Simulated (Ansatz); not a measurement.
# BBr2F (dibromofluoroborane), step by step

Aim: a series of 20 runs (HF/STO-3G, UHF/STO-3G, HF/3-21G, UHF/3-21G, HF/6-31G*, UHF/6-31G*, B3LYP/6-31G*, PBE/def2-SVP, and more) of BBr2F. 

The calculation is run with Ansatz 0.2.0.

### Step 1. Starting point

BBr2F: 4 atoms, total charge 0, spin state singlet. As SMILES, `FB(Br)Br`. The coordinates come from a PBE0-D4/def2-TZVP relaxation. The run starts from this shape.

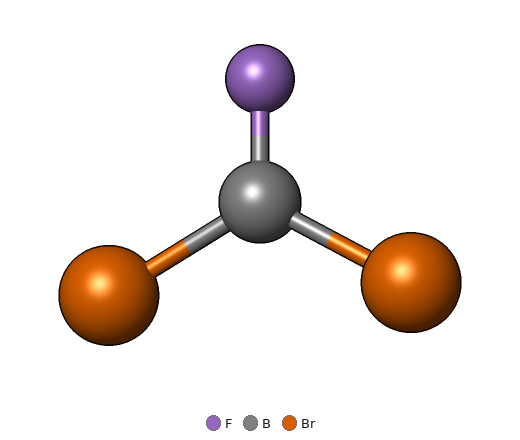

Viewed from a chosen angle; fluorine purple, boron grey, bromine orange.

### Step 2. A structure relaxation at HF/STO-3G (paw set gaussian, start density atoms) (run 1)

File in.yaml:

```yaml
crystal:
  periodic: [false, false, false]
  atoms:
    - {symbol: F, position_ang: [1.316550, 0.465960, 0.364370]}
    - {symbol: B, position_ang: [0.123960, 0.043770, 0.034160]}
    - {symbol: Br, position_ang: [-0.483040, -1.629420, 0.701450]}
    - {symbol: Br, position_ang: [-0.957470, 1.119690, -1.099980]}
basis:
  gaussian: {orbitals: STO-3G}
output: {orbitals: {seedname: orbitals}}
hamiltonian: {xc: hf}
relax: {f_tol: 0.002}
```

Command:

```bash
$ ansatz run in.yaml --threads 1 --pin off --max-ram 3480MiB --events-out events.jsonl --progress --plain --runs-dir runs
```

Standard output:

```text
Warning: RAYON_NUM_THREADS=1 ignored (pool sized by the plan → 1); use --threads N
The last accepted step is kept in runs//last_step.txt (removed where the run ends without a failure and the disk answers)
[... 43 lines left out ...]
Total energy: -141822.76527656 eV, -5211.8904929904 hartree
[... 4 lines left out ...]
Dipole moment:     0.157644     0.055782     0.043610 e Å
```

Wall time 4.8 s (1 thread of Arm Neoverse V1, shared host); peak memory 0.1 GiB.

Step by step:

```
step  energy from the first frame kept (eV)  largest force (eV/Å)
   1                                 0.0000                0.7918
   2                                -0.0062                0.1818
   3                                -0.0064                0.0492
   4                                -0.0065                0.0051
   5                                -0.0065                0.0004
```

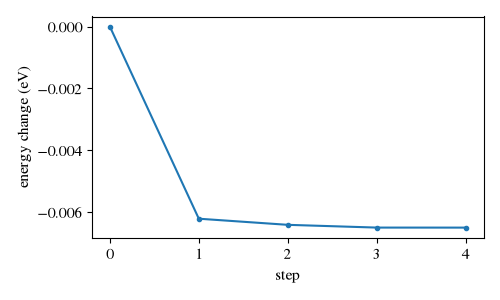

Energy along the run.

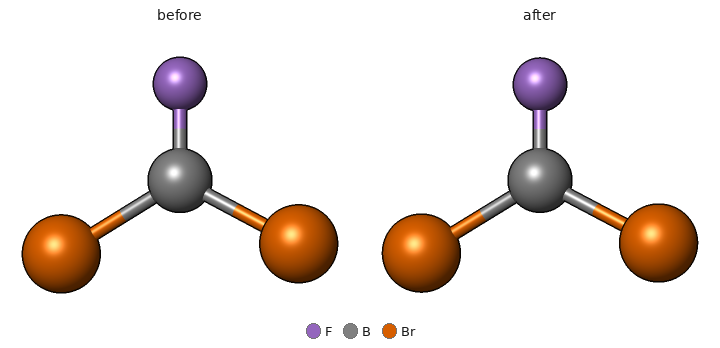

Before and after, at one scale.

After the run. Bond lengths: F1–B2 1.295 Å, B2–Br3 1.895 Å, B2–Br4 1.895 Å. Angles: F1–B2–Br3 118.9°, F1–B2–Br4 118.9°, Br3–B2–Br4 122.2°.

### Step 3. Vibrational wavenumbers at HF/STO-3G (paw set gaussian, start density atoms) (run 2)

File molecule.yaml:

```yaml
crystal:
  periodic: [false, false, false]
  atoms:
    - {symbol: F, position_ang: [1.303899, 0.461368, 0.360688]}
    - {symbol: B, position_ang: [0.122557, 0.043366, 0.033904]}
    - {symbol: Br, position_ang: [-0.476239, -1.625632, 0.702572]}
    - {symbol: Br, position_ang: [-0.950217, 1.120897, -1.097164]}
basis:
  gaussian:
    orbitals: STO-3G
magnetization:
  spin_polarized: false
hamiltonian:
  xc: hf
phonons:
  temperatures:
    t_min: 298.15
    t_max: 298.15
    t_step: 1
```

Command:

```bash
$ ansatz run molecule.yaml --threads 1 --pin off --max-ram 3480MiB --events-out events.jsonl --progress --plain --runs-dir runs
```

Standard output:

```text
Warning: RAYON_NUM_THREADS=1 ignored (pool sized by the plan → 1); use --threads N
[... 55 lines left out ...]
Total energy: -141822.76526834 eV, -5211.8904926887 hartree
[... 4 lines left out ...]
Dipole moment:     0.157646     0.055781     0.043608 e Å
Vibrations: 202.53 361.45 488.84 537.53 1030.71 1565.47 cm⁻¹, zero-point energy 0.259531 eV
```

Wall time 6 s (1 thread of Arm Neoverse V1, shared host); peak memory 0.1 GiB.

Runs 3 to 4 aren't shown in full; the table further down has their settings and results.

### Step 4. A geometry optimisation at HF/3-21G (paw set gaussian, start density atoms) (run 5)

File run.yaml:

```yaml
crystal:
  periodic: [false, false, false]
  atoms:
    - {symbol: F, position_ang: [1.316550, 0.465960, 0.364370]}
    - {symbol: B, position_ang: [0.123960, 0.043770, 0.034160]}
    - {symbol: Br, position_ang: [-0.483040, -1.629420, 0.701450]}
    - {symbol: Br, position_ang: [-0.957470, 1.119690, -1.099980]}
basis:
  gaussian:
    orbitals: 3-21G.json
hamiltonian:
  xc: hf
relax:
  f_tol: 0.002
output:
  orbitals: {seedname: orbitals}
```

The basis set 3-21G is read from a file made from the Basis Set Exchange's data (not shown).

Command:

```bash
$ ansatz run run.yaml --threads 1 --pin off --max-ram 3480MiB --events-out events.jsonl --progress --plain --runs-dir runs
```

Standard output (excerpt; [...] marks lines left out):

```text
Warning: RAYON_NUM_THREADS=1 ignored (pool sized by the plan → 1); use --threads N
[... 1 set-up line as earlier in the session ...]
[... 44 lines left out ...]
Total energy: -142687.60679078 eV, -5243.6728324275 hartree
[... 4 lines left out ...]
Dipole moment:    -0.041524    -0.014688    -0.011480 e Å
```

It took 6.6 s on 1 thread of Arm Neoverse V1, shared host; peak memory 0.13 GiB.

Step by step:

```
step  energy from the first frame kept (eV)  largest force (eV/Å)
   1                                 0.0000                1.6650
   2                                -0.0411                0.3885
   3                                -0.0434                0.0417
   4                                -0.0434                0.0331
   5                                -0.0435                0.0004
```

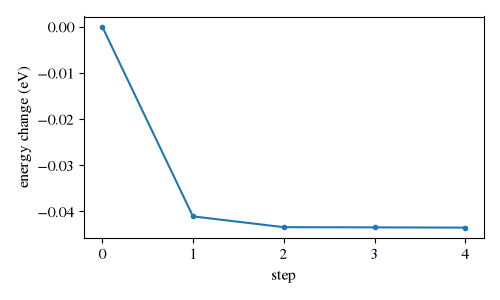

Energy along the run.

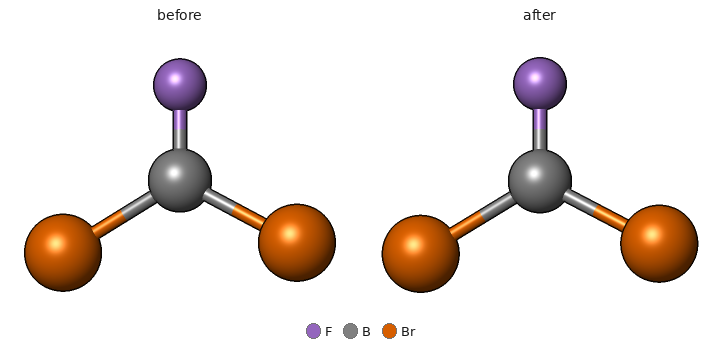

Before and after, at one scale.

After the run. Bond lengths: F1–B2 1.334 Å, B2–Br3 1.931 Å, B2–Br4 1.931 Å. Angles: F1–B2–Br3 118.7°, F1–B2–Br4 118.7°, Br3–B2–Br4 122.6°.

Runs 6 to 19 aren't shown in full; the table further down has their settings and results.

### Step 5. The harmonic vibrations at CCSD/cc-pVDZ (paw set gaussian, start density atoms) (run 20)

File job.yaml:

```yaml
basis:
  gaussian: {orbitals: cc-pVDZ}
crystal:
  periodic: [false, false, false]
  atoms:
    - symbol: F
      position_ang: [1.329694, 0.470464, 0.367776]
    - symbol: B
      position_ang: [0.117591, 0.041634, 0.032568]
    - symbol: Br
      position_ang: [-0.484558, -1.641456, 0.707652]
    - symbol: Br
      position_ang: [-0.962726, 1.129358, -1.107996]
correlation: {method: ccsd}
accuracy: high
scf: {omitted_lower_state_checks: [cluster_reference]}
phonons: {temperatures: {t_min: 298.15, t_max: 298.15, t_step: 1}}
```

Command:

```bash
$ ansatz run job.yaml --threads 1 --pin off --max-ram 3480MiB --events-out events.jsonl --progress --plain --runs-dir runs
```

Standard output:

```text
Warning: RAYON_NUM_THREADS=1 ignored (pool sized by the plan → 1); use --threads N
[... 12 lines left out ...]
20 core orbitals not correlated: weight in the atoms' cores, before any rotation towards them, 1.000 or more for the frozen orbitals, at most 0.000 for the correlated occupied ones
[... 213 lines left out ...]
20 core orbitals not correlated: weight in the atoms' cores, before any rotation towards them, 1.000 or more for the frozen orbitals, at most 0.000 for the correlated occupied ones
[... 187 lines left out ...]
Dipole moment:    -0.054379    -0.019226    -0.015019 e Å
[... 1 line left out ...]
Checks for a lower state left out: cluster_reference
```

Wall time 12 min (1 thread of Arm Neoverse V1, shared host); peak memory 0.49 GiB.

### Step 6. All runs side by side

```
run                                                                      level         task  walk f tol  partner   energy (Eh)  dipole moment (D)  wall time
  1                          HF/STO-3G (paw set gaussian, start density atoms)     optimise       0.002     base  -5211.890493               0.83      4.8 s
  2                          HF/STO-3G (paw set gaussian, start density atoms)  frequencies           –     base  -5211.890493               0.83        6 s
  3                         UHF/STO-3G (paw set gaussian, start density atoms)       energy           –   cation  -5211.579320                  –      4.8 s
  4                         UHF/STO-3G (paw set gaussian, start density atoms)     optimise           –   cation  -5211.598711                  –       17 s
  5                           HF/3-21G (paw set gaussian, start density atoms)     optimise       0.002     base  -5243.672832               0.22      6.6 s
  6                           HF/3-21G (paw set gaussian, start density atoms)  frequencies           –     base  -5243.672834               0.22       13 s
  7                          UHF/3-21G (paw set gaussian, start density atoms)       energy           –   cation  -5243.278476                  –      8.4 s
  8                          UHF/3-21G (paw set gaussian, start density atoms)     optimise           –   cation  -5243.295263                  –       33 s
  9     HF/6-31G* (Cartesian functions, paw set gaussian, start density atoms)     optimise       0.002     base  -5268.465507               0.03       22 s
 10     HF/6-31G* (Cartesian functions, paw set gaussian, start density atoms)  frequencies           –     base  -5268.465507               0.03       39 s
 11    UHF/6-31G* (Cartesian functions, paw set gaussian, start density atoms)       energy           –   cation  -5268.075629                  –       18 s
 12    UHF/6-31G* (Cartesian functions, paw set gaussian, start density atoms)     optimise           –   cation  -5268.088325                  –       73 s
 13  B3LYP/6-31G* (Cartesian functions, paw set gaussian, start density atoms)     optimise       0.002     base  -5272.583437               0.02       28 s
 14  B3LYP/6-31G* (Cartesian functions, paw set gaussian, start density atoms)  frequencies           –     base  -5272.583437               0.02       55 s
 15                       PBE/def2-SVP (paw set gaussian, start density atoms)     optimise       0.002     base  -5271.512187               0.27       11 s
 16                       PBE/def2-SVP (paw set gaussian, start density atoms)  frequencies           –     base  -5271.512187               0.27       22 s
 17    MP2/6-31G* (Cartesian functions, paw set gaussian, start density atoms)     optimise       0.002     base  -5269.236494               0.07       33 s
 18    MP2/6-31G* (Cartesian functions, paw set gaussian, start density atoms)  frequencies           –     base  -5269.236494               0.07       96 s
 19                       CCSD/cc-pVDZ (paw set gaussian, start density atoms)     optimise       0.002     base  -5269.574032               0.29    4.8 min
 20                       CCSD/cc-pVDZ (paw set gaussian, start density atoms)  frequencies           –     base  -5269.574032               0.29     12 min
```

### Step 7. Outcome

| quantity | value |
| --- | --- |
| run 20, CCSD/cc-pVDZ: total energy | -5269.57403 Eh |
| run 20, CCSD/cc-pVDZ: dipole moment (correlated density) | 0.29 D |
| run 20, CCSD/cc-pVDZ: correlation energy (20 core orbitals frozen) | -542.7 mEh |
| run 20, CCSD/cc-pVDZ: T1 diagnostic | 0.010 |
| run 20, CCSD/cc-pVDZ: largest force on an atom | 0.001 eV/Å |
| run 20, CCSD/cc-pVDZ: lowest harmonic wavenumber | 175 cm⁻¹ |
| run 20, CCSD/cc-pVDZ: highest harmonic wavenumber | 1312 cm⁻¹ |
| run 20, CCSD/cc-pVDZ: zero-point energy | 21.7 kJ/mol |
| vertical ionisation energy (to the doublet cation), HF/STO-3G | 8.467 eV |
| vertical ionisation energy (to the doublet cation), HF/3-21G | 10.731 eV |
| vertical ionisation energy (to the doublet cation), HF/6-31G* | 10.609 eV |
| adiabatic ionisation energy (to the doublet cation, no zero-point term), HF/STO-3G | 7.940 eV |
| adiabatic ionisation energy (to the doublet cation, no zero-point term), HF/3-21G | 10.274 eV |
| adiabatic ionisation energy (to the doublet cation, no zero-point term), HF/6-31G* | 10.264 eV |

**Reading.** At HF/STO-3G: removing an electron at fixed nuclei costs 8.47 eV (817 kJ/mol). In a minimal basis such a difference can be off by several eV, whatever the method. At HF/3-21G: the vertical ionisation energy comes to 10.73 eV (247 kcal/mol). At HF/6-31G*: removing an electron at fixed nuclei costs 10.61 eV (245 kcal/mol). At HF/STO-3G: the adiabatic ionisation energy (to the doublet cation, no zero-point term) is 7.94 eV (766 kJ/mol). At HF/3-21G: the adiabatic ionisation energy (to the doublet cation, no zero-point term) is 10.27 eV (237 kcal/mol). Totals of different functionals can't be ranked against each other. In runs 1, 2, 3, 4 the basis is minimal, so the values are rough. All runs together took 25 min, the longest 12 min.
